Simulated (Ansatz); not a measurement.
## Ligand exchange: InH2(SH) + C2H2S → InH(SH)2 + C2H2

Species: InH2(SH), singlet; C2H2S (ethynethiol) `C#CS`, singlet; InH(SH)2, singlet; C2H2 (acetylene) `C#C`, singlet. The partners trade H for SH: In–H and C–SH bonds give way to In–SH and C–H.

Shapes, held fixed at every level: PBE0-D4/def2-TZVP. Flexible molecules stand in one conformer, not always the lowest. Programs: Ansatz 0.2.0. The zero-point and thermal change to 298 K, harmonic and unscaled (PBE0-D4/def2-TZVP), is +9.5 kJ/mol.

```json
{"level": "HF/def2-TZVPP", "kind": "Hartree–Fock", "ΔH(298 K) (kJ/mol)": "-132.4", "less CCSD(T)/def2-TZVPP": "-5.2"}
{"level": "PBE-D4/def2-TZVPP", "kind": "GGA", "ΔH(298 K) (kJ/mol)": "-111.3", "less CCSD(T)/def2-TZVPP": "+15.9"}
{"level": "wB97X-V/def2-TZVPP", "kind": "range-separated hybrid", "ΔH(298 K) (kJ/mol)": "-120.6", "less CCSD(T)/def2-TZVPP": "+6.6"}
{"level": "MP2/def2-SVP", "kind": "perturbation theory", "ΔH(298 K) (kJ/mol)": "-125.1", "less CCSD(T)/def2-TZVPP": "+2.1"}
{"level": "MP2/def2-TZVPP", "kind": "perturbation theory", "ΔH(298 K) (kJ/mol)": "-129.6", "less CCSD(T)/def2-TZVPP": "-2.4"}
{"level": "CCSD(T)/def2-SVP", "kind": "coupled cluster or CI", "ΔH(298 K) (kJ/mol)": "-122.3", "less CCSD(T)/def2-TZVPP": "+4.9"}
{"level": "CCSD(T)/def2-TZVPP", "kind": "coupled cluster or CI", "ΔH(298 K) (kJ/mol)": "-127.2", "less CCSD(T)/def2-TZVPP": "0.0"}
```

The highest level, CCSD(T)/def2-TZVPP, gives ΔH(298 K) = -127.2 kJ/mol; the levels span -132.4 to -111.3. The column of differences is taken from that level and isn't an error. No measured value is set beside it here. For atoms past krypton def2 sets carry core potentials with scalar relativity. Outer-core shells of In are correlated in most correlated rows, in sets that cover them unevenly.

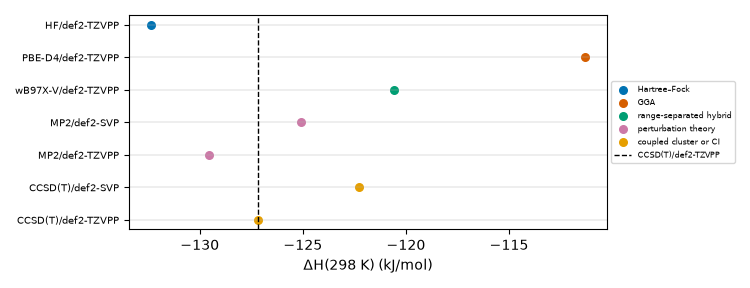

The values of the table, level by level.
